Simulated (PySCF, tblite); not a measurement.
# C₈H₈: vibronic structure

Aim: compute the vibronic structure of C₈H₈ (`C=C1C=CC=CC=C1`).

Programs: tblite 0.8.0 and PySCF 2.14.0, with routines of our own; each step states its level. All values are computed. Atoms count from 0.

## 1. The system as given

16 atoms, charge 0, multiplicity 1; geometry from: force field or distance geometry start.

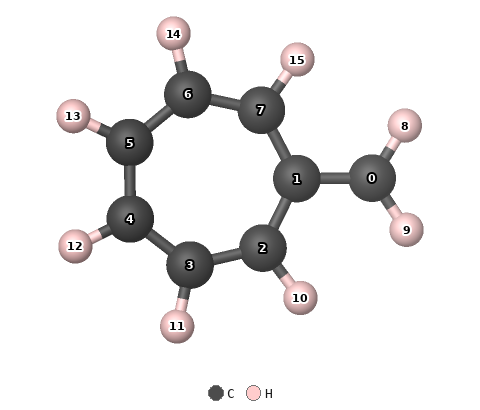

The starting geometry (carbon dark grey, hydrogen pink).

## 2. Geometry optimisation with GFN2-xTB

Job settings and geometry (Å):

```
{"job": {"kind": "relax", "xc": "GFN2-xTB", "basis": "xTB"}, "charge": 0, "multiplicity": 1}
C     -2.443300    -0.235300     0.064700
C     -1.113900    -0.100700     0.019000
C     -0.392000    -1.242900    -0.122900
C      0.925800    -1.399100    -0.204300
C      1.894600    -0.489300    -0.121700
C      1.769600     0.834400     0.022100
C      0.656000     1.559300     0.145000
C     -0.613100     1.147000     0.155000
H     -3.114000     0.613900     0.188100
H     -2.957500    -1.193900    -0.019200
H     -0.962800    -2.176800    -0.212100
H      1.261400    -2.439700    -0.323200
H      2.911300    -0.864000    -0.200600
H      2.713400     1.397300     0.049900
H      0.797800     2.640700     0.266600
H     -1.340900     1.958200     0.282300
```

Launch:

```console
> OMP_NUM_THREADS=1 python excited_run.py task.json out
```

The driver reads the jobs from task.json and runs them one after another.

Log:

```text
step      E/eV     max force
  0    -573.60595    4.448
  1    -574.16883    2.984
  2    -574.40169    1.191
  3    -574.50699    0.839
  4    -574.55790    0.431
  5    -574.57472    0.262
  6    -574.57772    0.225
  7    -574.58054    0.179
  8    -574.58618    0.131
  9    -574.58685    0.093
 10    -574.58744    0.054
 11    -574.58786    0.064
 12    -574.58832    0.056
 13    -574.58851    0.033
 14    -574.58860    0.020
 15    -574.58866    0.021
 16    -574.58871    0.016
 17    -574.58873    0.008
```

It took 0.12 s on 1 thread of Arm Neoverse V1, shared host.

Relaxation path:

```csv
step,energy from step 0 (eV),largest force (eV/Å)
0,0.0000,4.4481
1,-0.5629,2.9842
2,-0.7957,1.1908
3,-0.9010,0.8392
4,-0.9520,0.4312
5,-0.9688,0.2625
6,-0.9718,0.2252
7,-0.9746,0.1787
8,-0.9802,0.1306
9,-0.9809,0.0930
10,-0.9815,0.0538
11,-0.9819,0.0642
12,-0.9824,0.0564
13,-0.9826,0.0334
14,-0.9827,0.0199
15,-0.9827,0.0207
16,-0.9828,0.0155
17,-0.9828,0.0083
```

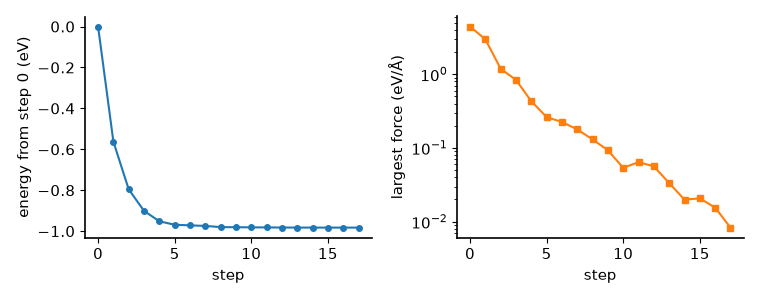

Energy and force, step by step.

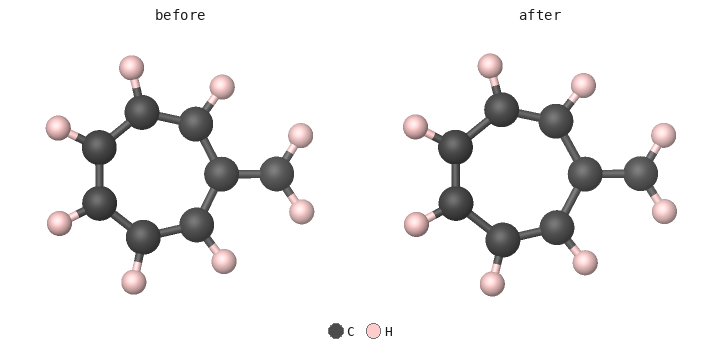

Before and after, at one scale.

Distances of close pairs at the start and the end, largest changes first:

```
  bond  before (Å)  after (Å)  change (Å)
 C3–C4       1.332      1.436      +0.104
 C1–C7       1.351      1.454      +0.102
 C5–C6       1.334      1.436      +0.101
 C1–C2       1.359      1.453      +0.095
C5–H13       1.099      1.083      -0.016
C3–H11       1.100      1.084      -0.016
 C0–H9       1.091      1.076      -0.015
 C2–C3       1.330      1.344      +0.014
```

The next job starts from the end point, and lists it.

## 3. Vibrational analysis with GFN2-xTB

Job settings and geometry (Å):

```
{"job": {"kind": "ir", "xc": "GFN2-xTB", "basis": "xTB"}, "charge": 0, "multiplicity": 1}
C     -2.541056    -0.240526     0.069170
C     -1.201823    -0.113356     0.032006
C     -0.392912    -1.309322    -0.135155
C      0.939889    -1.467541    -0.202278
C      1.982725    -0.483311    -0.129725
C      1.860514     0.849061     0.022466
C      0.656784     1.620338     0.155727
C     -0.624158     1.214155     0.161476
H     -3.188729     0.610201     0.190802
H     -3.023026    -1.198421    -0.021288
H     -0.989924    -2.211218    -0.216206
H      1.301056    -2.481195    -0.330841
H      2.986251    -0.882873    -0.210182
H      2.773967     1.430357     0.052480
H      0.827549     2.684501     0.269483
H     -1.374706     1.988094     0.280653
```

Log:

```text
mode    cm-1     km/mol
  1      30.5      0.22
  2     225.8      0.00
  3     292.5      0.11
  4     370.1      0.75
  5     370.2      0.11
  6     449.1      0.00
  7     521.6     16.92
  8     521.8      0.11
  9     666.5      0.01
 10     733.6      0.81
 11     750.4     27.35
 12     827.4      0.02
 13     828.4      2.27
 14     834.0     22.98
 15     847.8      1.36
 16     872.7      0.35
 17     931.7      0.01
 18     934.3      0.00
 19     945.5      0.09
 20     954.1      0.00
 21     973.1      1.48
 22    1063.4      0.26
 23    1253.5      0.01
 24    1262.0      0.24
 25    1286.3      0.52
 26    1330.0      0.06
 27    1368.7      6.64
 28    1371.0      0.30
 29    1437.1      1.53
 30    1438.6      0.67
 31    1591.2     28.62
 32    1611.6     40.92
 33    1620.2      0.56
 34    1667.7      4.70
 35    3030.7      3.15
 36    3032.3     13.57
 37    3041.1      9.78
 38    3046.1     23.98
 39    3051.8    132.50
 40    3063.3     55.38
 41    3110.2     17.36
 42    3135.2     44.02
```

Wall time 0.52 s (1 thread of Arm Neoverse V1, shared host).

The strongest bands and the atoms that carry them (share of the mass-weighted mode):

```csv
cm⁻¹,km/mol,atoms
750,27.4,"C1 23 %, H12 16 %, H13 16 %"
834,23.0,"H9 36 %, H8 36 %, C0 22 %"
1591,28.6,"C4 25 %, C5 25 %, C3 11 %, C6 10 %"
1612,40.9,"C1 40 %, C0 33 %"
3046,24.0,"H14 22 %, H11 21 %, H10 15 %, H15 14 %"
3052,132.5,"H11 27 %, H14 26 %, H13 14 %, H12 12 %"
3063,55.4,"H12 36 %, H13 35 %"
3135,44.0,"H8 45 %, H9 45 %"
```

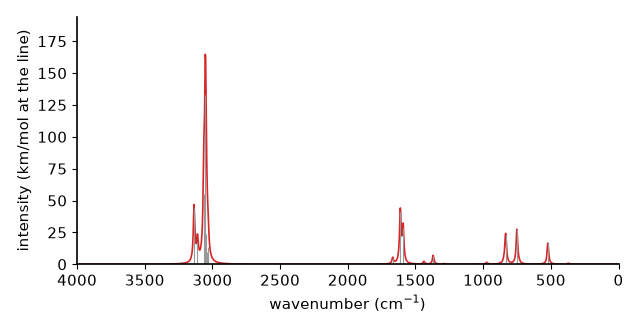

The infrared spectrum from these modes, unscaled. Lines are broadened to a width of 14 cm⁻¹ (Lorentzian).

## 4. Vibronic structure: TDA PBE0/def2-SVP

Settings changed since step 3:

```diff
@@ -1,2 +1,2 @@
-{"job": {"kind": "ir", "xc": "GFN2-xTB", "basis": "xTB"}, "charge": 0, "multiplicity": 1}
+{"job": {"kind": "vib", "xc": "PBE0", "basis": "def2-SVP", "tda": true}, "charge": 0, "multiplicity": 1}
 C     -2.541056    -0.240526     0.069170
```

With the program's defaults for keys left out, this is: TDA PBE0/def2-SVP vertical-gradient vibronic structure (displaced harmonic oscillators, Condon), gas phase.

Log:

```text
final grid: 61216 points
cycle   1  E = -308.9689764652  dE =  1.239e+00  |g| = 3.369e-01  |ddm| = 4.882e+00
cycle   2  E = -308.9740647099  dE = -5.088e-03  |g| = 3.212e-01  |ddm| = 9.006e-01
cycle   3  E = -309.0019598759  dE = -2.790e-02  |g| = 8.107e-02  |ddm| = 4.471e-01
cycle   4  E = -309.0034579081  dE = -1.498e-03  |g| = 4.479e-02  |ddm| = 1.533e-01
cycle   5  E = -309.0040575400  dE = -5.996e-04  |g| = 7.885e-03  |ddm| = 5.831e-02
cycle   6  E = -309.0040700124  dE = -1.247e-05  |g| = 3.926e-03  |ddm| = 1.334e-02
cycle   7  E = -309.0040743375  dE = -4.325e-06  |g| = 3.789e-04  |ddm| = 5.266e-03
cycle   8  E = -309.0040743758  dE = -3.824e-08  |g| = 2.284e-04  |ddm| = 6.416e-04
cycle   9  E = -309.0040743896  dE = -1.385e-08  |g| = 4.079e-05  |ddm| = 2.951e-04
cycle  10  E = -309.0040743902  dE = -5.646e-10  |g| = 1.602e-05  |ddm| = 8.279e-05
converged SCF energy = -309.0040743902

Singlet excitations (eV, f): 2.816 (0.0196)  4.875 (0.2583)  6.066 (0.0001)  6.095 (0.0009)  6.357 (0.0800)  6.691 (0.0000)

State S1  2.8157 eV  f = 0.01962  H->L 0.97
  relaxed dipole 2.111 D, largest gradient of the excitation energy 0.0926 Eh/bohr
  mode    cm-1        S   lambda/meV  Raman
   31   1591.2    1.2667     249.9   1.000
   32   1611.6    1.1141     222.6   0.902
   34   1667.7    0.3248      67.2   0.282
   27   1368.7    0.0992      16.8   0.058
   10    733.6    0.1332      12.1   0.022
   25   1286.3    0.0700      11.2   0.036
   21    973.1    0.0296       3.6   0.009
    4    370.1    0.0758       3.5   0.003
   13    828.4    0.0240       2.5   0.005
   24   1262.0    0.0088       1.4   0.004
  reorganisation energy 0.5919 eV, total S 3.152, 0-0 2.2238 eV
  absorption maximum 2.622 eV, width 0.626 eV

State S2  4.8750 eV  f = 0.25833  H->L+1 0.66, H-1->L 0.27
  relaxed dipole 1.566 D, largest gradient of the excitation energy 0.0495 Eh/bohr
  mode    cm-1        S   lambda/meV  Raman
   31   1591.2    0.3175      62.6   1.000
   34   1667.7    0.2057      42.5   0.712
   32   1611.6    0.1503      30.0   0.486
   10    733.6    0.2422      22.0   0.162
   21    973.1    0.0652       7.9   0.077
   25   1286.3    0.0225       3.6   0.046
   24   1262.0    0.0196       3.1   0.039
  reorganisation energy 0.1730 eV, total S 1.030, 0-0 4.7020 eV
  absorption maximum 4.702 eV, width 0.232 eV

State S5  6.3570 eV  f = 0.08002  H-2->L 0.73, H-1->L+1 0.20
  relaxed dipole 1.593 D, largest gradient of the excitation energy 0.0593 Eh/bohr
  mode    cm-1        S   lambda/meV  Raman
   31   1591.2    0.3502      69.1   1.000
   32   1611.6    0.3329      66.5   0.975
   10    733.6    0.2591      23.6   0.157
   13    828.4    0.1503      15.4   0.116
   21    973.1    0.0523       6.3   0.056
   25   1286.3    0.0133       2.1   0.025
    4    370.1    0.0400       1.8   0.006
  reorganisation energy 0.1882 eV, total S 1.213, 0-0 6.1689 eV
  absorption maximum 6.169 eV, width 0.234 eV

State T1  1.7583 eV  f = 0.00000  H->L 0.96
  relaxed dipole 0.955 D, largest gradient of the excitation energy 0.1053 Eh/bohr
  mode    cm-1        S   lambda/meV  Raman
   31   1591.2    2.0558     405.6   1.000
   32   1611.6    0.5884     117.6   0.294
   34   1667.7    0.0863      17.8   0.046
   27   1368.7    0.0489       8.3   0.018
    4    370.1    0.1699       7.8   0.004
   21    973.1    0.0628       7.6   0.011
   25   1286.3    0.0451       7.2   0.014
   30   1438.6    0.0335       6.0   0.013
   13    828.4    0.0100       1.0   0.001
   10    733.6    0.0077       0.7   0.001
  reorganisation energy 0.5807 eV, total S 3.114, 0-0 1.1776 eV
  absorption maximum 1.772 eV, width 0.622 eV
```

Run time: 33 s. Hardware: 1 thread of Arm Neoverse V1, shared host; peak memory 0.78 GiB.

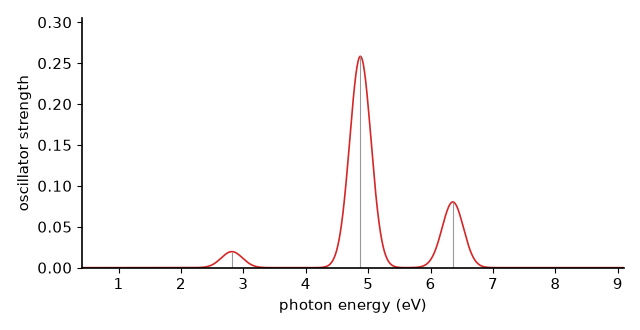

Absorption lines of the singlets. Lines are broadened to a width of 0.40 eV (Gaussian).

The fields below are evaluated on a grid from the run's orbitals.

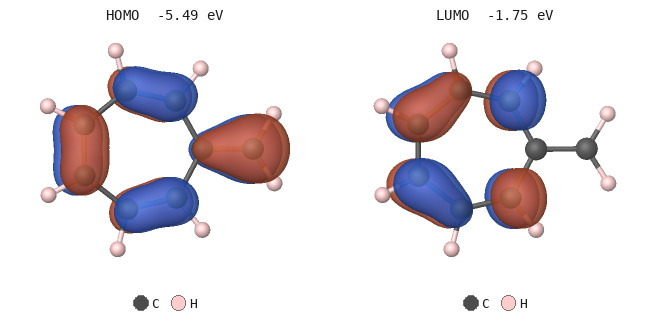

Frontier orbitals at PBE0/def2-SVP; each surface holds 70 % of the orbital's density, blue and red mark the sign.

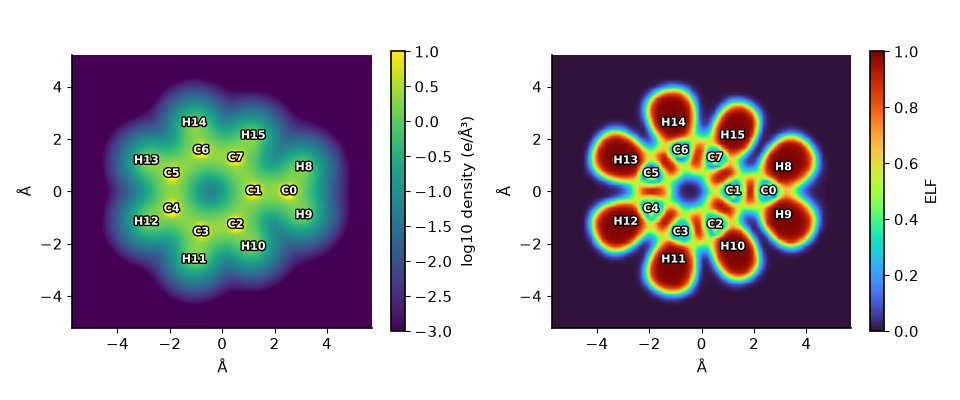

Density (left) and ELF (right) in a plane through or near 16 of the atoms.

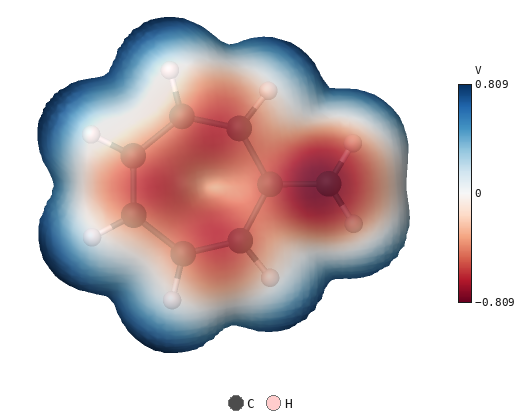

The potential that a unit positive charge feels on the 0.002 e/bohr³ surface, from the 1st to the 99th percentile, from -0.75 V near C0 to 0.81 V near H12.

## 5. Summary of results

| quantity | value |
| --- | --- |
| strongest single infrared mode (GFN2-xTB) | 3052 cm⁻¹, 132 km/mol |
| zero-point energy (GFN2-xTB) | 81.0 kcal/mol |
| S1: vertical, reorganisation, 0-0, total S (step 4, TDA PBE0/def2-SVP, modes from GFN2-xTB) | 2.82, 0.59, 2.22 eV; 3.2 |
| S2: vertical, reorganisation, 0-0, total S (step 4, TDA PBE0/def2-SVP, modes from GFN2-xTB) | 4.88, 0.17, 4.70 eV; 1.0 |
| S5: vertical, reorganisation, 0-0, total S (step 4, TDA PBE0/def2-SVP, modes from GFN2-xTB) | 6.36, 0.19, 6.17 eV; 1.2 |
| surface potential, 1st and 99th percentile | -0.75 V and 0.81 V |

No mode is imaginary among the 42: a minimum at this level. The strongest single mode, at 3052 cm⁻¹, is carried by H11, H14, H13, H12. Unscaled tight-binding wavenumbers are off by several per cent, some by more. Its intensities can rank the bands wrongly. The vibronic model keeps the ground-state modes (from xTB) and shifts them along the gradient alone, so it can miss much of the relaxation that a full optimisation finds. By nearest atom (PBE0/def2-SVP), the HOMO sits on C0 26 %; 4 C atoms about 10 % each and the LUMO on 4 C atoms about 17 % each; C3, C6 about 7 % each.
